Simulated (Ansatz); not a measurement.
```xyz
15

C    -0.2982   -2.2161   -0.3640
Si    1.1781   -1.0270   -0.6177
F     2.2530   -1.7487   -1.7642
B     0.5422    0.7829   -1.3085
F     0.3557    0.9506   -2.6703
P     0.3404    2.3268   -0.1797
Si   -0.8161    1.6192    1.7012
H    -0.9837   -1.8151    0.4038
H     0.0565   -3.2052   -0.0296
H    -0.8609   -2.3459   -1.3027
H     1.9588   -0.8963    0.6809
H    -0.6417    3.1244   -0.8901
H    -2.1962    1.0783    1.3922
H     0.0207    0.5311    2.3323
H    -0.9305    2.7902    2.6456
```

Theory: RKS PBE/6-31G in Ansatz 0.2.0.

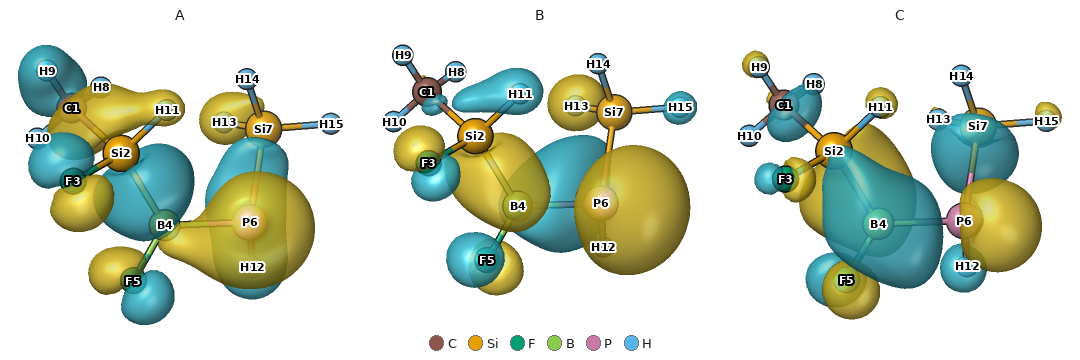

CH₈BF₂PSi₂. Three frontier orbitals at ±0.08 Å⁻³ᐟ² (yellow and cyan are the two phases), in no order.

Order the three orbitals by energy and name them.

A is the HOMO−1 (−6.98 eV). Its weight (Hirshfeld) is mainly on P6 (about 25 %), B4 (about 15 %), Si2 (about 15 %), F3 (about 15 %), C1 (about 10 %) and F5 (about 10 %). B is the HOMO (−6.24 eV). It lies mainly on P6 (about 50 %), B4 (about 15 %), F5 (about 10 %) and Si2 (about 10 %). C is the LUMO (−2.73 eV). Its weight (Hirshfeld) is mainly on B4 (about 45 %), P6 (about 15 %), Si2 (about 10 %), F5 (about 10 %) and Si7 (about 10 %).

What is the HOMO–LUMO gap?

3.51 eV between the orbital energies.
